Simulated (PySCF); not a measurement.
**C$_{3}$H$_{10}$NO$_{2}$Si (doublet): density, localisation and related maps**

Input

```
{"job": {"kind": "epr", "basis": "pcH-1"}, "charge": 0, "multiplicity": 2}
C     -1.801609     1.297199     0.399845
C     -0.781714     0.160824     0.465181
C     -1.214753    -1.032080    -0.377024
O      0.448271     0.659862     0.019105
Si     1.891252    -0.085026     0.097930
N      1.808041    -1.758090    -0.095532
O      2.866747     0.779780    -0.874082
H     -2.767547     0.951196     0.756030
H     -1.472855     2.130392     1.015365
H     -1.900605     1.640506    -0.626848
H     -0.670178    -0.162545     1.510088
H     -1.381122    -0.721745    -1.405866
H     -0.414278    -1.772554    -0.364089
H     -2.125796    -1.470016     0.020311
H      2.405221     0.048268     1.480891
H      2.523601    -2.293289    -0.559726
H      2.580326     1.639347    -1.172565
```

Command:

```sh
OMP_NUM_THREADS=1 python probes_run.py task.json out
```

Geometry: GFN2-xTB.

These are results of PySCF, UKS B3LYP, pcH-1 on C H N O Si, non-relativistic, mean-field spin-orbit, GIAO, not measurements.

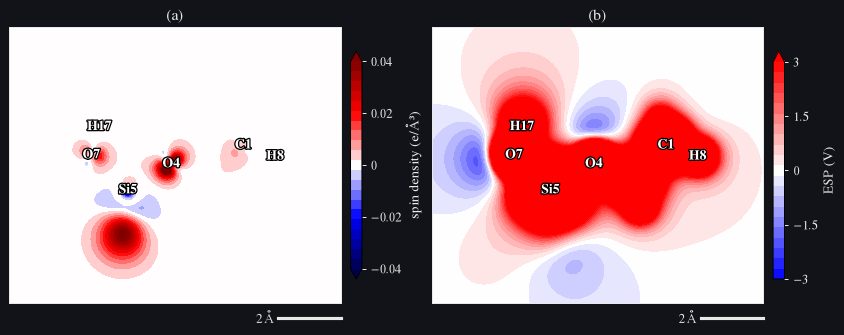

Figure 1. (a) spin density (α minus β); (b) electrostatic potential on the plane of atoms O4, Si5 and O7.

Question: Read the bonding off the picture.

Answer: Atoms in the plane: C, O, Si and H. The unpaired spin (1 electron) lies mostly on N6 (about 0.8) and Si5 (about 0.1), in electrons by Hirshfeld's partition. Outside the dense part of the molecule the potential is most negative (−1.9 V) near O7.

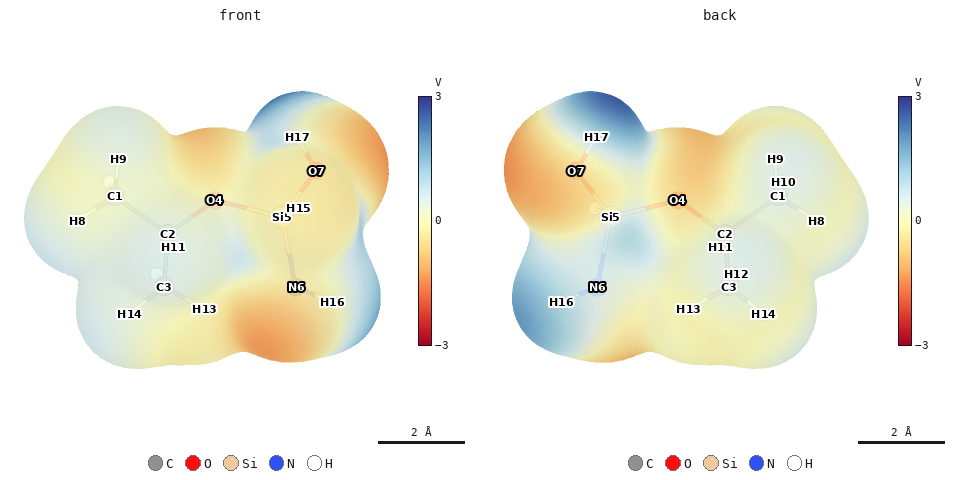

Figure 2. The electrostatic potential painted on the density surface at 0.002 e/bohr³, seen from the front and from behind; red is negative and blue positive.

Question: Describe the electrostatic potential map.

Answer: The most negative region (about −1.4 V, or −32 kcal/mol for a unit charge) lies over N6 and O7, the most positive (about +2.5 V, or +58 kcal/mol for a unit charge) over H17.
